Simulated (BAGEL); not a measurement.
# A workflow on CH6GeO (SMILES C[O][GeH3])

We compute a single-point energy (HF/def2-SVP), then a single-point energy (NEVPT2(2,2)/def2-SVP), then a single-point energy (CASPT2(2,2)/def2-SVP) of CH6GeO. 

The results are computed with BAGEL 1.2.2.

2 further runs of the same task are left out: 2 set aside as unsound or not needed.

## Step 1: Starting point

The species is CH6GeO (9 atoms), meant as a singlet with charge 0. SMILES: `C[O][GeH3]`. One bond was lengthened or shortened from a relaxed shape.

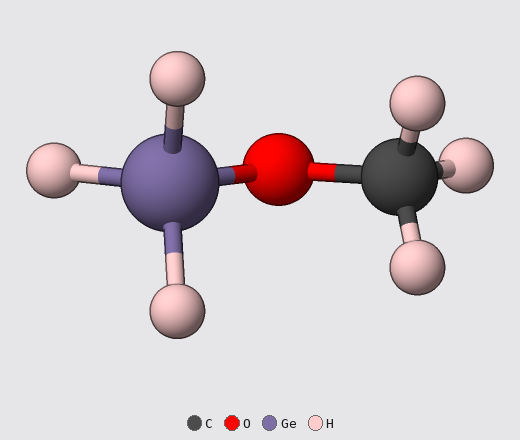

Viewed from a chosen angle; carbon dark grey, oxygen red, germanium purple, hydrogen pink.

## Step 2: A single-point energy at HF/def2-SVP (density fitting with svp-jkfit) (run 1)

calc.json

```json
{ "bagel": [

{
  "title": "molecule",
  "basis": "svp",
  "df_basis": "svp-jkfit",
  "angstrom": false,
  "geometry": [
    { "atom": "C", "xyz": [ -0.56988660,  1.59941695, -1.29890136 ] },
    { "atom": "O", "xyz": [ -0.93970600, -0.90087969, -0.48197276 ] },
    { "atom": "Ge", "xyz": [  0.77384285, -1.89804092,  1.57659851 ] },
    { "atom": "H", "xyz": [ -1.95467790,  2.00211759, -2.77647822 ] },
    { "atom": "H", "xyz": [  1.32456384,  1.89232450, -2.09617681 ] },
    { "atom": "H", "xyz": [ -0.84597558,  2.97381476,  0.23253269 ] },
    { "atom": "H", "xyz": [  3.53416580, -1.77445283,  0.65214449 ] },
    { "atom": "H", "xyz": [ -0.10223418, -4.61849065,  2.02257387 ] },
    { "atom": "H", "xyz": [  0.45901448, -0.24301878,  3.95368500 ] }
  ]
},
{
  "title": "hf"
},
{
  "title": "print",
  "file": "orbitals.molden",
  "orbitals": true
}

]}
```

Started as:

```
$ BAGEL_NUM_THREADS=1 BAGEL calc.json > calc.out
```

The program printed:

```text
* using 1 threads per process

  ===============================================================
  ===============================================================

  *** Geometry ***

  { "atom" : "C", "xyz" : [     -0.569887,      1.599417,     -1.298901 ] },
  { "atom" : "O", "xyz" : [     -0.939706,     -0.900880,     -0.481973 ] },
  { "atom" : "Ge", "xyz" : [      0.773843,     -1.898041,      1.576599 ] },
  { "atom" : "H", "xyz" : [     -1.954678,      2.002118,     -2.776478 ] },
  { "atom" : "H", "xyz" : [      1.324564,      1.892324,     -2.096177 ] },
  { "atom" : "H", "xyz" : [     -0.845976,      2.973815,      0.232533 ] },
  { "atom" : "H", "xyz" : [      3.534166,     -1.774453,      0.652144 ] },
  { "atom" : "H", "xyz" : [     -0.102234,     -4.618491,      2.022574 ] },
  { "atom" : "H", "xyz" : [      0.459014,     -0.243019,      3.953685 ] },

  Number of auxiliary basis functions:      526

  Since a DF basis is specified, we compute 2- and 3-index integrals:
    o Being stored without compression. Storage requirement is 0.034 GB

  Number of basis functions:       90
  Number of electrons      :       52

    * METHOD: MOLECULE                             0.31

  *** RHF ***

  === Nuclear Repulsion ===
   224.1685009015

      * DIIS with orbital gradients will be used.

  === RHF iteration (svp) ===
      0      -2191.03961587          0.01408618           0.09
      1      -2191.13056347          0.00926852           0.09
      2      -2191.17337885          0.00123851           0.09
      3      -2191.17455586          0.00026547           0.11
      4      -2191.17459217          0.00004944           0.10
      5      -2191.17459394          0.00000811           0.10
      6      -2191.17459401          0.00000231           0.09
      7      -2191.17459401          0.00000094           0.07
      8      -2191.17459401          0.00000026           0.09
      9      -2191.17459401          0.00000006           0.07
     10      -2191.17459401          0.00000002           0.08
     11      -2191.17459401          0.00000001           0.08
    * SCF iteration converged.

    * Permanent dipole moment:
           (   -0.133369,    -0.574749,     0.142807) a.u.

    * METHOD: HF                                   1.33

    * METHOD: PRINT                                0.01

  ===============================================================
```

It took 2.1 s on 1 thread of Intel Xeon 6975P-C (Granite Rapids), shared host; peak memory 0.14 GiB.

## Step 3: The energy at NEVPT2(2,2)/def2-SVP (density fitting with svp-jkfit) (run 2)

input.json

```json
{ "bagel" : [

{
  "title" : "molecule",
  "basis" : "svp",
  "df_basis" : "svp-jkfit",
  "angstrom" : false,
  "geometry" : [
    { "atom" : "C", "xyz" : [ -0.56988660,  1.59941695, -1.29890136 ] },
    { "atom" : "O", "xyz" : [ -0.93970600, -0.90087969, -0.48197276 ] },
    { "atom" : "Ge", "xyz" : [  0.77384285, -1.89804092,  1.57659851 ] },
    { "atom" : "H", "xyz" : [ -1.95467790,  2.00211759, -2.77647822 ] },
    { "atom" : "H", "xyz" : [  1.32456384,  1.89232450, -2.09617681 ] },
    { "atom" : "H", "xyz" : [ -0.84597558,  2.97381476,  0.23253269 ] },
    { "atom" : "H", "xyz" : [  3.53416580, -1.77445283,  0.65214449 ] },
    { "atom" : "H", "xyz" : [ -0.10223418, -4.61849065,  2.02257387 ] },
    { "atom" : "H", "xyz" : [  0.45901448, -0.24301878,  3.95368500 ] }
  ]
},
{
  "title" : "hf"
},
{
  "title" : "nevpt2",
  "nstate" : 1,
  "nact" : 2,
  "nclosed" : 25,
  "active" : [17, 27],
  "maxiter" : 200,
  "natocc" : true,
  "ncore" : 11
},
{
  "title" : "print",
  "file" : "orbitals.molden",
  "orbitals" : true
}

]}
```

Started as:

```
$ BAGEL_NUM_THREADS=1 BAGEL input.json > input.out
```

The program printed:

```text
* using 1 threads per process

  ===============================================================
  ===============================================================

  *** Geometry ***

  { "atom" : "C", "xyz" : [     -0.569887,      1.599417,     -1.298901 ] },
  { "atom" : "O", "xyz" : [     -0.939706,     -0.900880,     -0.481973 ] },
  { "atom" : "Ge", "xyz" : [      0.773843,     -1.898041,      1.576599 ] },
[... 5 lines of this table left out ...]
  { "atom" : "H", "xyz" : [      0.459014,     -0.243019,      3.953685 ] },

  Number of auxiliary basis functions:      526

  Since a DF basis is specified, we compute 2- and 3-index integrals:
    o Being stored without compression. Storage requirement is 0.034 GB

[... 18 lines left out ...]
    * SCF iteration converged.
[... 1 line left out ...]
    * Permanent dipole moment:
[... 28 lines left out ...]
    * Second-order optimization converged. *

     guess   0:   closed 1.                   open ..

  === FCI iteration ===

      0  0     -2191.17434383     1.03e-01      0.00
      1  0     -2191.19429358     2.36e-03      0.00
      2  0 *   -2191.19431137     4.27e-16      0.00

     * ci vector, state   0, <S^2> = 0.0000
       2.     0.9953494985
       .2    -0.0963295170

  === DF-NEVPT2 calculation ===

    * 3-index integral transformation done
    * assembly done

      NEVPT2 correlation energy:   -0.5415465377      0.17

          (+0)     -0.4344100469
          (+0)'    -0.0453621126
          (+1)     -0.0093282078
          (+1)'    -0.0000000000
          (+2)     -0.0006918104
          (-1)     -0.0460426727
          (-1)'     0.0000000000
          (-2)     -0.0057116873

      NEVPT2 total energy:       -2191.7358579059

    * METHOD: NEVPT2                              10.74

    * METHOD: PRINT                                0.01

  ===============================================================
```

Wall time 13 s (1 thread of Intel Xeon 6975P-C (Granite Rapids), shared host); peak memory 0.14 GiB.

## Step 4: A single-point energy at CASPT2(2,2)/def2-SVP (density fitting with svp-jkfit) (run 3)

caspt2.json

```json
{ "bagel": [

{
  "title": "molecule",
  "basis": "svp",
  "df_basis": "svp-jkfit",
  "angstrom": "false",
  "geometry": [
    { "atom": "C", "xyz": [    -0.56988660,     1.59941695,    -1.29890136 ] },
    { "atom": "O", "xyz": [    -0.93970600,    -0.90087969,    -0.48197276 ] },
    { "atom": "Ge", "xyz": [     0.77384285,    -1.89804092,     1.57659851 ] },
    { "atom": "H", "xyz": [    -1.95467790,     2.00211759,    -2.77647822 ] },
    { "atom": "H", "xyz": [     1.32456384,     1.89232450,    -2.09617681 ] },
    { "atom": "H", "xyz": [    -0.84597558,     2.97381476,     0.23253269 ] },
    { "atom": "H", "xyz": [     3.53416580,    -1.77445283,     0.65214449 ] },
    { "atom": "H", "xyz": [    -0.10223418,    -4.61849065,     2.02257387 ] },
    { "atom": "H", "xyz": [     0.45901448,    -0.24301878,     3.95368500 ] }
  ]
},

{ "title": "hf" },

{ "title": "casscf", "nstate": 1, "nact": 2, "nclosed": 25, "active": [17, 27], "maxiter": 200, "natocc": "true" },

{ "title": "print", "file": "orbitals.molden", "orbitals": "true" },

{ "title": "smith", "method": "caspt2", "ms": "true", "xms": "true", "sssr": "true", "shift": 0.2, "shift_imag": "true", "ncore": 11 }

]}
```

Started as:

```
$ BAGEL_NUM_THREADS=1 BAGEL caspt2.json > caspt2.out
```

The program printed:

```text
* using 1 threads per process

  ===============================================================
  ===============================================================

  *** Geometry ***

  { "atom" : "C", "xyz" : [     -0.569887,      1.599417,     -1.298901 ] },
  { "atom" : "O", "xyz" : [     -0.939706,     -0.900880,     -0.481973 ] },
  { "atom" : "Ge", "xyz" : [      0.773843,     -1.898041,      1.576599 ] },
[... 5 lines of this table left out ...]
  { "atom" : "H", "xyz" : [      0.459014,     -0.243019,      3.953685 ] },

  Number of auxiliary basis functions:      526

  Since a DF basis is specified, we compute 2- and 3-index integrals:
    o Being stored without compression. Storage requirement is 0.034 GB

[... 18 lines left out ...]
    * SCF iteration converged.
[... 1 line left out ...]
    * Permanent dipole moment:
[... 27 lines left out ...]
    * Second-order optimization converged. *
[... 9 lines left out ...]
     * ci vector, state   0, <S^2> = 0.0000
[... 16 lines left out ...]
    * Zeroth order energy : state  0       -1.6002746300
[... 4 lines left out ...]
       #      aibj      arbs      arbi      airj      risj      airs      arst      rist         Etot      error   time
[... 10 lines left out ...]
      ------------------------------------------------------------------------------------------------------------------

    * CASPT2 energy : state  0    -2191.7386757843
        w/o shift correction      -2191.7367413244
        reference weight              0.8732450513

    * METHOD: SMITH                                1.56

  ===============================================================
```

Run time: 14 s. Hardware: 1 thread of Intel Xeon 6975P-C (Granite Rapids), shared host; peak memory 0.27 GiB.

## Step 5: Results

| quantity | value |
| --- | --- |
| run 1, HF/def2-SVP: total energy | -2191.17459 Eh |
| run 1, HF/def2-SVP: dipole moment | 1.54 D |
| run 1, HF/def2-SVP: HOMO energy | -11.68 eV |
| run 1, HF/def2-SVP: LUMO energy | 4.15 eV |
| run 1, HF/def2-SVP: HOMO–LUMO gap | 15.83 eV |
| run 2, NEVPT2(2,2)/def2-SVP: total energy | -2191.73586 Eh |
| run 3, CASPT2(2,2)/def2-SVP: total energy | -2191.73868 Eh |
